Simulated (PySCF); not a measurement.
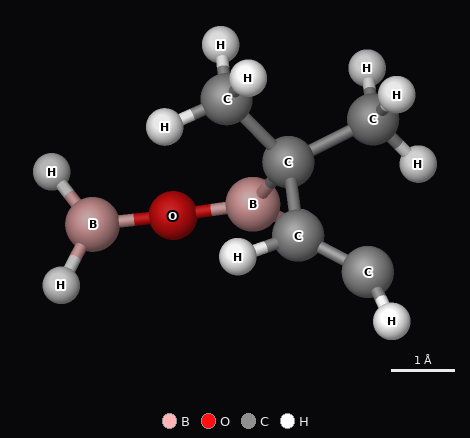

The structure as given in the input (ball-and-stick view, seen at a tilt).

Run report: C5H11B2O, EPR calculation

System: C5H11B2O, multiplicity 2.
Method: UKS B3LYP, pcH-1 on B C H O, non-relativistic, mean-field spin-orbit, GIAO (PySCF 2.14.0).

It belongs to a series of runs on one base structure; here: H added to sp C.

The input:
```
{"job": {"kind": "epr", "basis": "pcH-1"}, "charge": 0, "multiplicity": 2}
B      3.088414     0.475676    -0.039183
O      1.964080     0.090316    -0.557945
B      0.799311    -0.276862    -0.991187
C     -0.486277    -0.237220    -0.000791
C     -1.574970    -1.225147    -0.426457
C     -0.103623    -0.496997     1.462090
C     -1.002591     1.187368    -0.127912
C     -2.026531     1.555321    -0.822002
H      3.371500     1.622101    -0.053807
H      3.815733    -0.324681     0.433862
H      0.669696    -0.589901    -2.120321
H     -1.888609    -1.018247    -1.445799
H     -1.201596    -2.245449    -0.374937
H     -2.442797    -1.136919     0.224486
H      0.704937     0.160328     1.778976
H     -0.959498    -0.334131     2.116590
H      0.228538    -1.526401     1.584563
H     -0.381744     1.905066     0.425431
H     -2.583778     2.425029    -1.073117
```

The first line tells a small driver script what to run in PySCF; the rest is the geometry in Å.

Run as:
```bash
OMP_NUM_THREADS=1 python <driver script> task.json out
```

Output:
```
UKS, coarse grid
  cycle   1  E = -321.95790988  |g| = 5.40e-01
  cycle   2  E = -321.78212125  |g| = 8.76e-01
  cycle   3  E = -322.07103694  |g| = 1.17e-01
  cycle   4  E = -322.07617452  |g| = 4.15e-02
  cycle   5  E = -322.07705292  |g| = 9.03e-03
  cycle   6  E = -322.07710043  |g| = 5.82e-03
  cycle   7  E = -322.07712493  |g| = 2.50e-03
  cycle   8  E = -322.07713473  |g| = 1.35e-03
  cycle   9  E = -322.07713853  |g| = 6.10e-04
UKS, final grid
  cycle   1  E = -322.07707471  |g| = 7.17e-04
  cycle   2  E = -322.07707460  |g| = 1.01e-03
  cycle   3  E = -322.07707512  |g| = 1.71e-04
  cycle   4  E = -322.07707516  |g| = 1.22e-04
  cycle   5  E = -322.07707520  |g| = 4.10e-05
  cycle   6  E = -322.07707520  |g| = 7.06e-06
E = -322.07707520 Eh   <S^2> = 0.7591 (exact 0.7500)
g shifts (ppm)      1          2          3
  rmc          -142       -142       -142
  gc             26         11         -4
  oz_so        -511        -33        677
  total        -628       -164        531
hyperfine (MHz)  atom isotope    a_iso     a_fc   dipolar eigenvalues
    0   11B       0.01       0.01     -0.21     -0.12      0.33
    1   17O      -0.29      -0.29     -0.37     -0.05      0.42
    2   11B      -5.58      -5.58     -0.64     -0.50      1.15
    3   13C      40.48      40.48     -6.06     -4.71     10.77
    4   13C       3.74       3.74     -1.70     -0.34      2.04
    5   13C      -4.86      -4.86     -0.41     -0.10      0.51
    6   13C     -18.31     -18.31    -17.95      1.17     16.77
    7   13C     286.77     286.77    -82.26    -60.54    142.80
    8    1H       0.37       0.37     -0.49     -0.47      0.95
    9    1H       0.03       0.03     -0.34     -0.30      0.64
   10    1H       1.08       1.08     -1.52     -1.39      2.90
   11    1H       4.25       4.25     -6.39     -3.61     10.00
   12    1H      -0.23      -0.23     -2.00     -1.13      3.13
   13    1H      -0.30      -0.30     -3.68     -2.85      6.53
   14    1H       0.17       0.17     -1.49     -0.81      2.31
   15    1H       1.59       1.59     -1.53     -1.08      2.61
   16    1H       1.31       1.31     -1.00     -0.66      1.67
   17    1H     180.22     180.22     -5.04     -1.58      6.61
   18    1H      32.31      32.31    -32.91     -6.77     39.68
```

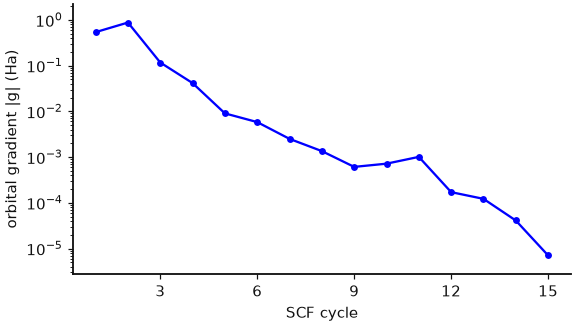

Convergence of the self-consistent field: orbital gradient |g| against the SCF cycle. All cycles printed in the log are drawn one after another.

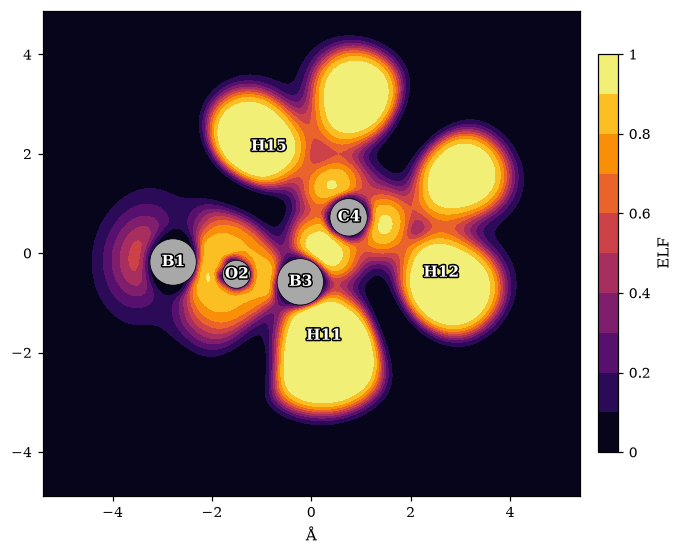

Electron localisation function on the plane of atoms O2, B3 and H11. Grey discs, where drawn, cover atomic cores. B–O (1.30 Å): the ELF peaks at about 0.90 between the atoms, which marks a polar covalent bond. B–H (1.18 Å): the ELF climbs to about 1 towards the hydrogen, as it does in any bond to H (a covalent bond by its length).

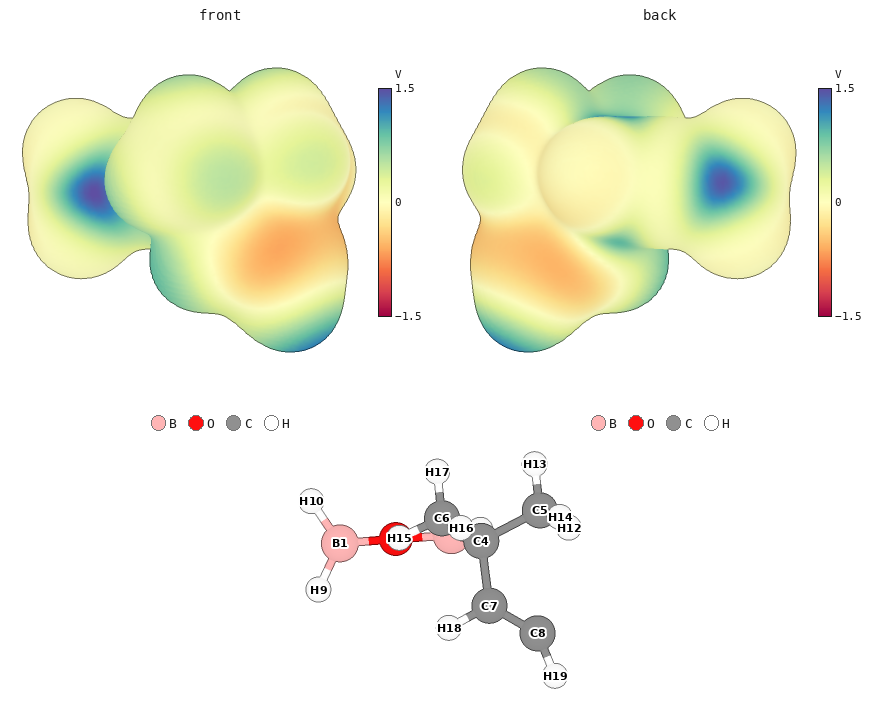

The molecular electrostatic potential painted on the density surface at 0.002 e/bohr³, seen at a tilt and from behind; the colour scale runs from red (negative) to blue (positive). The bare structure is drawn below in the same view.

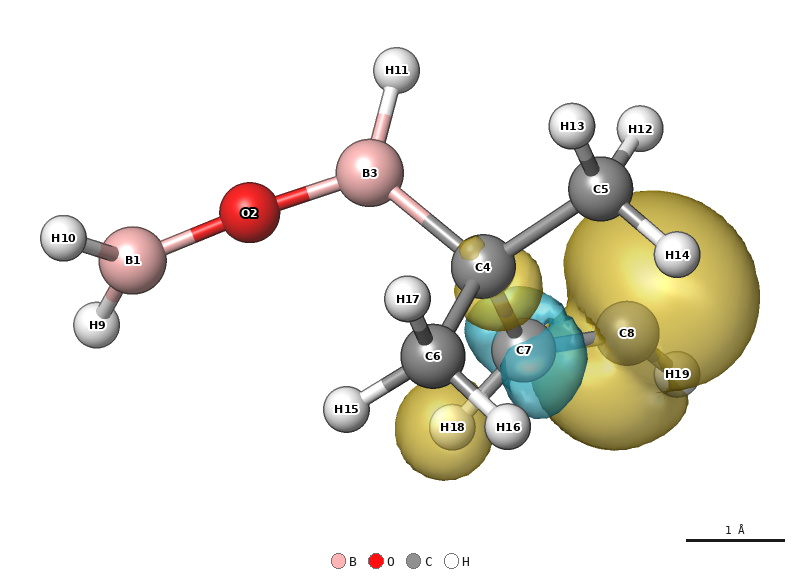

Isosurfaces of the spin density at +0.03 (yellow) and −0.03 e/Å³ (cyan), seen from the side. The unpaired spin (1 electron) lies mostly on C8 (about 0.8), in electrons by Hirshfeld's partition.

Key numbers:

- outcome: converged
- total energy: −322.077075 hartree
- ⟨S²⟩: 0.759
- isotropic g: 2.0022
- hardware: 1 CPU thread, shared host
- wall time: 1.7 min
- peak memory: 1.1 GiB
